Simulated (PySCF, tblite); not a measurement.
**C3H14N2Si3: geometry, infrared bands and NMR shifts**

Aim: predict the infrared bands and NMR shifts of C3H14N2Si3 (`C=C[Si@@H](N)C[SiH2]N[SiH3]`).

Programs: tblite 0.8.0 and PySCF 2.14.0, with density-fitted response routines of our own. Each step states its level of theory. These are calculated values for one molecule in the gas phase, unless marked as measured. Atoms are numbered from 0 throughout.

### 1 Starting geometry

22 atoms, charge 0, multiplicity 1; geometry from: force field or distance geometry start.

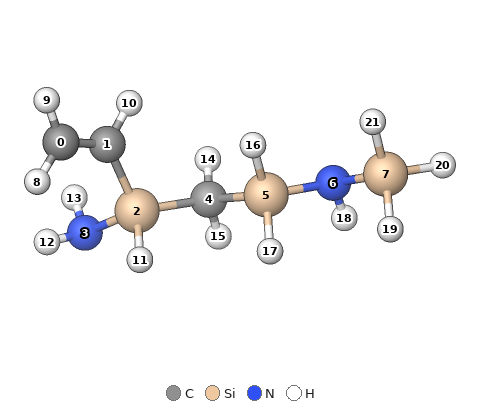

The starting geometry (carbon grey, silicon light orange, nitrogen blue, hydrogen white), atoms numbered; sticks join atoms by distance.

### 2 Relaxing the molecule with GFN2-xTB

What the job is given:

```
{"job": {"kind": "relax", "xc": "GFN2-xTB", "basis": "xTB"}, "charge": 0, "multiplicity": 1}
C      3.096200    -0.406000     1.958000
C      2.225400    -0.580500     0.935800
Si     1.541500     0.725800    -0.126700
N      2.840800     1.256900    -1.101300
C      0.145400     0.172300    -1.198500
Si    -1.345900     0.033700    -0.123500
N     -2.663300    -0.502400    -1.041400
Si    -4.013900    -0.732800    -0.045900
H      3.460200     0.575700     2.246300
H      3.439700    -1.251100     2.543700
H      1.890300    -1.591000     0.705200
H      1.178000     1.907800     0.686000
H      3.558000     1.627000    -0.471600
H      3.269700     0.443900    -1.551100
H      0.374400    -0.774500    -1.682700
H     -0.041600     0.898500    -1.994700
H     -1.096300    -0.935000     0.973000
H     -1.707700     1.352700     0.431400
H     -2.894600     0.185100    -1.741500
H     -4.400100     0.559000     0.561200
H     -5.118400    -1.173900    -0.934800
H     -3.748300    -1.771800     0.972200
```

On the command line:

```sh
> OMP_NUM_THREADS=1 python probes_run.py task.json out
```

This one command runs all jobs of the session in turn.

Log:

```text
step      E/eV     max force
  0    -668.70980    2.801
  1    -668.88646    1.783
  2    -668.94450    0.604
  3    -668.98643    0.554
  4    -669.08228    0.681
  5    -669.12639    0.580
  6    -669.16814    0.400
  7    -669.19691    0.449
  8    -669.22801    0.409
  9    -669.25410    0.409
 10    -669.27313    0.363
 11    -669.28977    0.251
 12    -669.30363    0.276
 13    -669.31385    0.222
 14    -669.32284    0.195
 15    -669.33123    0.169
 16    -669.33879    0.184
 17    -669.34546    0.171
 18    -669.35136    0.379
 19    -669.35679    0.178
 20    -669.36249    0.167
 21    -669.36658    0.165
 22    -669.36982    0.142
 23    -669.37418    0.127
 24    -669.37827    0.153
 25    -669.38193    0.117
 26    -669.38475    0.122
 27    -669.38711    0.114
 28    -669.38929    0.087
 29    -669.39145    0.095
 30    -669.39391    0.137
 31    -669.39726    0.158
 32    -669.40132    0.174
 33    -669.40468    0.172
 34    -669.40685    0.117
 35    -669.40854    0.103
 36    -669.41040    0.088
 37    -669.41317    0.145
 38    -669.41660    0.165
 39    -669.41965    0.125
 40    -669.42173    0.081
 41    -669.42324    0.071
 42    -669.42460    0.074
 43    -669.42584    0.067
 44    -669.42689    0.073
 45    -669.42788    0.068
 46    -669.42906    0.075
 47    -669.43058    0.102
 48    -669.43225    0.103
 49    -669.43374    0.084
 50    -669.43487    0.060
 51    -669.43560    0.061
 52    -669.43610    0.068
 53    -669.43657    0.056
 54    -669.43727    0.051
 55    -669.43814    0.059
 56    -669.43904    0.062
 57    -669.43965    0.049
 58    -669.44002    0.041
 59    -669.44039    0.039
 60    -669.44085    0.046
 61    -669.44129    0.042
 62    -669.44162    0.045
 63    -669.44189    0.038
 64    -669.44220    0.039
 65    -669.44261    0.052
 66    -669.44308    0.047
 67    -669.44341    0.037
 68    -669.44369    0.042
 69    -669.44399    0.052
 70    -669.44438    0.051
 71    -669.44484    0.053
 72    -669.44532    0.042
 73    -669.44574    0.040
 74    -669.44609    0.042
 75    -669.44637    0.042
 76    -669.44667    0.038
 77    -669.44702    0.038
 78    -669.44734    0.045
 79    -669.44764    0.038
 80    -669.44790    0.030
 81    -669.44811    0.028
 82    -669.44830    0.022
 83    -669.44845    0.026
 84    -669.44857    0.025
 85    -669.44867    0.024
 86    -669.44877    0.022
 87    -669.44888    0.024
 88    -669.44897    0.019
 89    -669.44902    0.012
 90    -669.44904    0.013
 91    -669.44907    0.012
 92    -669.44910    0.015
 93    -669.44916    0.016
 94    -669.44920    0.013
 95    -669.44923    0.009
```

Wall time 1.8 s (1 thread of Arm Neoverse N1, shared host); peak memory 0.18 GiB.

Relaxation path: (not every step is listed)

```
step  energy from step 0 (eV)  largest force (eV/Å)
   0                   0.0000                2.8012
   1                  -0.1767                1.7829
   2                  -0.2347                0.6039
   3                  -0.2766                0.5540
   4                  -0.3725                0.6806
   5                  -0.4166                0.5797
   6                  -0.4583                0.3998
   7                  -0.4871                0.4490
   8                  -0.5182                0.4094
  16                  -0.6290                0.1843
  24                  -0.6685                0.1533
  32                  -0.6915                0.1738
  40                  -0.7119                0.0807
  48                  -0.7224                0.1031
  56                  -0.7292                0.0619
  64                  -0.7324                0.0393
  72                  -0.7355                0.0421
  80                  -0.7381                0.0303
  88                  -0.7392                0.0191
  90                  -0.7392                0.0132
  91                  -0.7393                0.0119
  92                  -0.7393                0.0150
  93                  -0.7394                0.0163
  94                  -0.7394                0.0134
  95                  -0.7394                0.0091
```

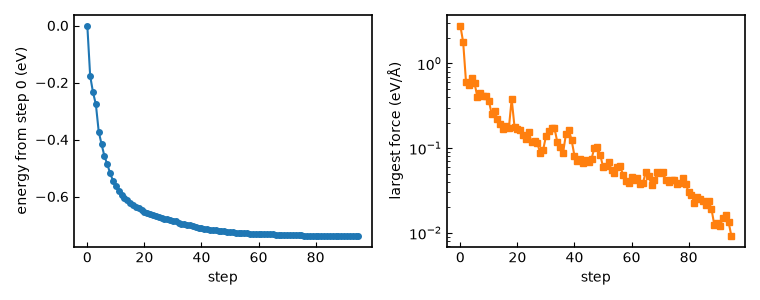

Energy and force, step by step.

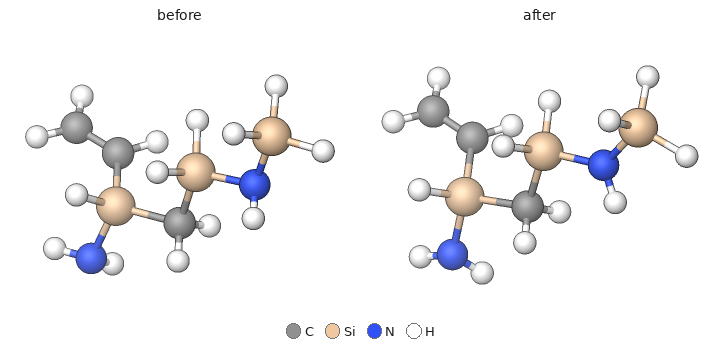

Before and after, at one scale.

Close pairs (by a distance rule), those that changed most:

```
   bond  before (Å)  after (Å)  change (Å)
 C1–Si2       1.817      1.893      +0.075
 Si2–C4       1.845      1.893      +0.048
 C4–Si5       1.844      1.889      +0.046
 Si5–N6       1.693      1.734      +0.042
 N6–Si7       1.694      1.728      +0.034
  C0–C1       1.354      1.323      -0.031
 Si2–N3       1.709      1.734      +0.025
Si7–H20       1.485      1.464      -0.021
```

The final coordinates are the input of the step that follows.

### 3 Harmonic vibrations with GFN2-xTB

What the job is given:

```
{"job": {"kind": "ir", "xc": "GFN2-xTB", "basis": "xTB"}, "charge": 0, "multiplicity": 1}
C      3.099780    -0.473428     2.058424
C      2.260048    -0.592696     1.042811
Si     1.749996     0.828911    -0.097657
N      2.897846     1.202671    -1.341859
C      0.147780     0.342568    -0.979785
Si    -1.315175     0.119040     0.194551
N     -2.666641    -0.395690    -0.762750
Si    -4.258772    -0.788857    -0.218901
H      3.535922     0.478800     2.316498
H      3.390188    -1.304874     2.684361
H      1.851952    -1.576053     0.836530
H      1.633600     2.071014     0.673068
H      3.828064     1.475182    -1.067512
H      2.947298     0.607725    -2.153829
H      0.305660    -0.578760    -1.540039
H     -0.088929     1.109681    -1.715100
H     -1.083274    -0.927317     1.194742
H     -1.617980     1.381103     0.884235
H     -2.573013    -0.247858    -1.753775
H     -4.918423     0.368836     0.395745
H     -4.988352    -1.214852    -1.414589
H     -4.147986    -1.865759     0.763980
```

Log:

```text
mode    cm-1     km/mol
  1     -19.2      0.14
  2      25.9      0.11
  3      35.3      0.43
  4      59.9      0.97
  5      64.4      0.27
  6      81.5      4.72
  7     125.4      4.08
  8     156.6      1.36
  9     172.7      3.68
 10     187.3     14.66
 11     202.5     14.19
 12     225.5     24.77
 13     252.9     36.39
 14     326.4      5.91
 15     461.0     35.15
 16     488.7     28.28
 17     526.8    210.44
 18     551.5      7.84
 19     575.2     43.20
 20     604.9    100.79
 21     613.4    116.58
 22     657.5     62.76
 23     679.3     54.66
 24     702.2     73.68
 25     721.7    315.95
 26     731.4     75.35
 27     741.3    246.56
 28     762.8    258.73
 29     796.4     35.74
 30     800.2    285.04
 31     816.3    122.59
 32     831.0    523.62
 33     851.2    219.83
 34     879.0    218.79
 35     920.5     20.99
 36     985.7    277.98
 37    1007.3      6.58
 38    1016.8      2.85
 39    1034.1     14.23
 40    1133.1    197.58
 41    1195.8    303.08
 42    1279.1      2.32
 43    1424.2      1.00
 44    1460.3      0.18
 45    1523.4     49.11
 46    1673.1     22.45
 47    2186.5    112.31
 48    2212.0    428.92
 49    2227.5    569.89
 50    2234.6     65.03
 51    2244.7    381.45
 52    2262.2    380.62
 53    2975.2     45.35
 54    2993.2     33.13
 55    3018.7     49.98
 56    3062.2     57.17
 57    3092.1     54.25
 58    3466.4      3.44
 59    3484.5      0.46
 60    3501.4      3.79
```

Wall time 2.1 s (1 thread of Arm Neoverse N1, shared host); peak memory 0.18 GiB.

Which atoms move in the most intense modes:

```
cm⁻¹  km/mol                                   atoms
 722   315.9   H16 18 %, H17 16 %, Si5 13 %, N6 12 %
 800   285.0            H19 34 %, H20 26 %, H21 14 %
 831   523.6  H19 17 %, H21 17 %, H16 13 %, H17 13 %
1196   303.1                       H18 72 %, N6 24 %
2212   428.9                                H19 81 %
2228   569.9                                H11 87 %
2245   381.4                                H20 90 %
2262   380.6                                H21 88 %
```

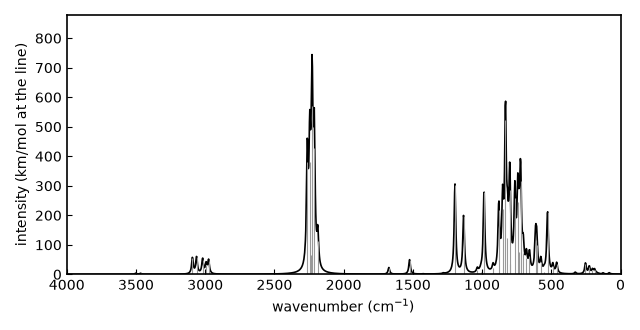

The infrared spectrum from these modes, unscaled. Lines are broadened to a width of 14 cm⁻¹ (Lorentzian).

### 4 Nuclear shieldings: PBE0/pcSseg-1

Settings changed since step 3:

```diff
@@ -1,2 +1,2 @@
-{"job": {"kind": "ir", "xc": "GFN2-xTB", "basis": "xTB"}, "charge": 0, "multiplicity": 1}
+{"job": {"kind": "nmr", "xc": "PBE0", "basis": "pcSseg-1"}, "charge": 0, "multiplicity": 1}
 C      3.099780    -0.473428     2.058424
```

Method: GIAO PBE0/pcSseg-1 NMR shielding, non-relativistic, gas phase.

Log:

```text
coarse grid: 18936 points
cycle   1  E = -1099.9254629604  dE =  4.977e-01  |g| = 7.007e-01  |ddm| = 4.190e+00
cycle   2  E = -1099.8527795423  dE =  7.268e-02  |g| = 9.009e-01  |ddm| = 1.360e+00
cycle   3  E = -1100.0336815110  dE = -1.809e-01  |g| = 9.805e-02  |ddm| = 8.723e-01
cycle   4  E = -1100.0357424641  dE = -2.061e-03  |g| = 3.268e-02  |ddm| = 1.142e-01
cycle   5  E = -1100.0359894394  dE = -2.470e-04  |g| = 7.889e-03  |ddm| = 3.076e-02
cycle   6  E = -1100.0360024376  dE = -1.300e-05  |g| = 3.012e-03  |ddm| = 9.284e-03
cycle   7  E = -1100.0360045995  dE = -2.162e-06  |g| = 6.181e-04  |ddm| = 3.084e-03
final grid: 166600 points
cycle   8  E = -1100.0751556993  dE = -2.779e-05  |g| = 9.004e-03  |ddm| = 2.450e-02
cycle   9  E = -1100.0751445169  dE =  1.118e-05  |g| = 1.156e-02  |ddm| = 1.678e-02
cycle  10  E = -1100.0751742375  dE = -2.972e-05  |g| = 1.112e-03  |ddm| = 9.609e-03
cycle  11  E = -1100.0751745208  dE = -2.834e-07  |g| = 2.464e-04  |ddm| = 1.084e-03
cycle  12  E = -1100.0751745334  dE = -1.255e-08  |g| = 8.923e-05  |ddm| = 2.270e-04
cycle  13  E = -1100.0751745352  dE = -1.774e-09  |g| = 2.996e-05  |ddm| = 1.024e-04
cycle  14  E = -1100.0751745354  dE = -2.144e-10  |g| = 7.748e-06  |ddm| = 2.925e-05
converged SCF energy = -1100.0751745354

GIAO shielding tensors (ppm)
atom      isotropic    diamagn.    paramagn.     s11        s22        s33       span
  0 C       45.318     252.011    -206.693    -79.921     49.512    166.364    246.286
  1 C       37.669     265.672    -228.004    -86.446     29.486    169.966    256.413
  2 Si     372.492     881.097    -508.605    348.781    370.788    397.906     49.125
  3 N      242.975     316.120     -73.145    215.895    246.856    266.175     50.280
  4 C      186.931     262.702     -75.771    170.540    190.800    199.455     28.915
  5 Si     381.054     882.956    -501.903    345.513    365.446    432.202     86.689
  6 N      266.981     326.308     -59.327    236.994    275.470    288.479     51.485
  7 Si     407.370     878.865    -471.496    359.607    391.307    471.195    111.588
  8 H       25.745      30.633      -4.889     21.621     25.154     30.459      8.838
  9 H       25.283      28.915      -3.632     22.081     24.659     29.109      7.028
 10 H       25.263      35.840     -10.577     20.958     25.338     29.493      8.535
 11 H       26.895      31.629      -4.734     24.072     25.171     31.441      7.369
 12 H       31.461      28.756       2.705     23.925     27.303     43.156     19.232
 13 H       31.322      31.517      -0.195     24.106     28.660     41.199     17.094
 14 H       31.483      36.241      -4.758     26.784     30.727     36.939     10.156
 15 H       31.395      34.438      -3.043     25.925     30.558     37.703     11.778
 16 H       26.941      33.491      -6.550     22.708     27.072     31.042      8.334
 17 H       26.793      32.308      -5.515     22.525     26.430     31.424      8.899
 18 H       32.319      34.550      -2.231     22.470     31.570     42.918     20.449
 19 H       26.926      27.804      -0.878     23.054     25.159     32.566      9.512
 20 H       26.998      27.302      -0.305     23.430     25.193     32.369      8.939
 21 H       26.984      28.609      -1.624     23.240     25.633     32.081      8.842
```

It took 87 s on 1 thread of Arm Neoverse N1, shared host; peak memory 0.96 GiB.

The references, computed at this level on geometries of the same kind, shield at (ppm): ¹H TMS 31.72, ¹³C TMS 186.9, ²⁹Si TMS 349.2, ¹⁵N NH3 267.7. Their shielding less the atom's gives the shift. The references are single molecules in the gas phase, so shifts against H2O, NH3, PH3, H3PO4 or CFCl3 are not on the usual liquid scales and can be off by tens of ppm. Atoms listed in one row are averaged.

```
        atoms                             environment  σ (ppm)  δ (ppm)  δ scaled to CDCl3
           C1                               alkene CH     37.7    149.3              143.8
           C0                    terminal =CH2 carbon     45.3    141.6              136.3
           C4                  sp3 CH2 bonded to 2 Si    186.9      0.0               -1.9
          H10                hydrogen on an alkene CH    25.26     6.45               6.19
           H9      hydrogen on a terminal =CH2 carbon    25.28     6.43               6.17
           H8      hydrogen on a terminal =CH2 carbon    25.74     5.97               5.74
          H17    hydrogen on a silicon bonded to C, N    26.79     4.92                  –
          H11  hydrogen on a silicon bonded to 2 C, N    26.89     4.82                  –
          H16    hydrogen on a silicon bonded to C, N    26.94     4.78                  –
H19, H20, H21       hydrogen on a silicon bonded to N    26.97     4.75                  –
     H12, H13     hydrogen on a nitrogen bonded to Si    31.39     0.33                  –
          H15   hydrogen on an sp3 CH2 bonded to 2 Si    31.40     0.32               0.41
          H14   hydrogen on an sp3 CH2 bonded to 2 Si    31.48     0.23               0.33
          H18   hydrogen on a nitrogen bonded to 2 Si    32.32    -0.60                  –
          Si2             silicon bonded to 2 C, N, H    372.5    -23.3                  –
          Si5             silicon bonded to C, N, 2 H    381.1    -31.9                  –
          Si7                silicon bonded to N, 3 H    407.4    -58.2                  –
           N3              nitrogen bonded to Si, 2 H    243.0     24.8                  –
           N6              nitrogen bonded to 2 Si, H    267.0      0.7                  –
```

The scaled column applies a straight-line fit of computed shieldings to shifts measured in CDCl3 (root-mean-square error 0.16 ppm for H, 1.9 ppm for C).

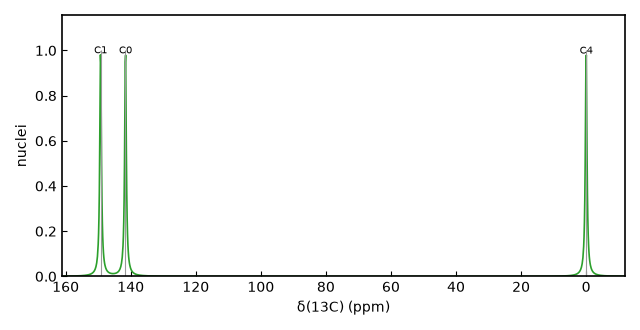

¹³C lines at the computed shifts, without couplings. Lines are broadened to a width of 0.60 ppm (Lorentzian).

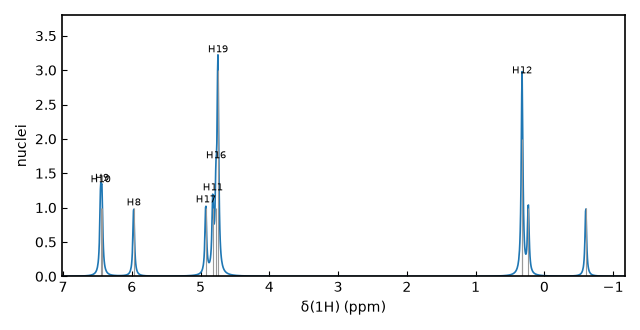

¹H lines at the computed shifts, without couplings. Lines are broadened to a width of 0.03 ppm (Lorentzian).

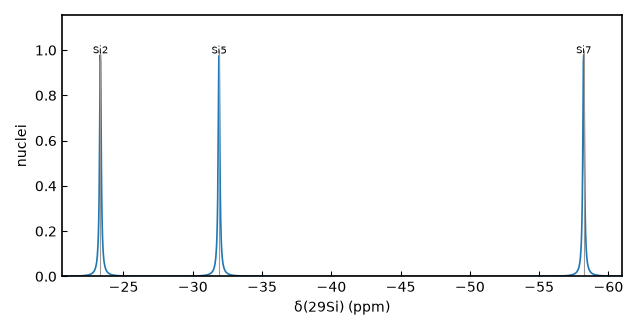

²⁹Si lines at the computed shifts, without couplings. Lines are broadened to a width of 0.14 ppm (Lorentzian).

The run also stored atomic charges by several schemes (e):

```
atoms  Mulliken    IAO  Hirshfeld  ESP fit
   C0     -0.16  -0.28      -0.09    -0.30
   C1     -0.50  -0.45      -0.15    -0.51
  Si2      0.92   1.03       0.39     1.02
   N3     -0.62  -0.84      -0.32    -1.14
   C4     -0.89  -0.85      -0.25    -0.93
  Si5      0.80   0.90       0.37     0.59
   N6     -0.84  -0.94      -0.33    -0.72
  Si7      0.63   0.75       0.35     0.49
```

ESP fit charges:

C0 -0.30; C1 -0.51; Si2 1.02; N3 -1.14; C4 -0.93; Si5 0.59; N6 -0.72; Si7 0.49; H8 0.16; H9 0.17; H10 0.22; H11 -0.16; H12 0.41; H13 0.40; H14 0.24; H15 0.27; H16 -0.10; H17 -0.12; H18 0.34; H19 -0.11; H20 -0.11; H21 -0.10

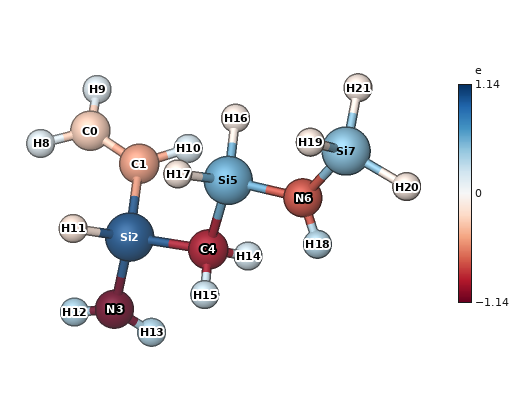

ESP fit charges, as colours on the atoms.

Mayer bond orders: C0–C1 2.01, C1–Si2 0.81, Si2–N3 1.07, Si2–C4 0.91, C4–Si5 0.92, Si5–N6 0.94, N6–Si7 0.97.

### 5 Outcome

| quantity | value |
| --- | --- |
| strongest single infrared mode (GFN2-xTB) | 2228 cm⁻¹, 570 km/mol |
| zero-point energy (GFN2-xTB) | 99.1 kcal/mol |
| ¹³C shifts against TMS (PBE0/pcSseg-1) | 149.3, 141.6, 0.0 ppm |
| ¹H shifts against TMS (PBE0/pcSseg-1, means over atoms taken as alike) | 6.45, 6.43, 5.97, 4.92, 4.82, 4.78, 4.75, 0.33, 0.32, 0.23, -0.60 ppm |
| ²⁹Si shifts against TMS (PBE0/pcSseg-1) | -23.3, -31.9, -58.2 ppm |
| ¹⁵N shifts against NH3 (PBE0/pcSseg-1) | 24.8, 0.7 ppm |

What this shows: Over 95 steps the energy fell by 0.739 eV; of the close pairs, C1–Si2 changed most, 1.817 to 1.893 Å. The lowest mode is slightly imaginary (19i cm⁻¹), a soft motion within the noise of the Hessian, so the minimum is not strictly shown. The strongest single mode, at 2228 cm⁻¹, moves mainly H11. GFN2-xTB is a fitted tight-binding method: band positions and strengths are rough. Its intensities can rank the bands wrongly.
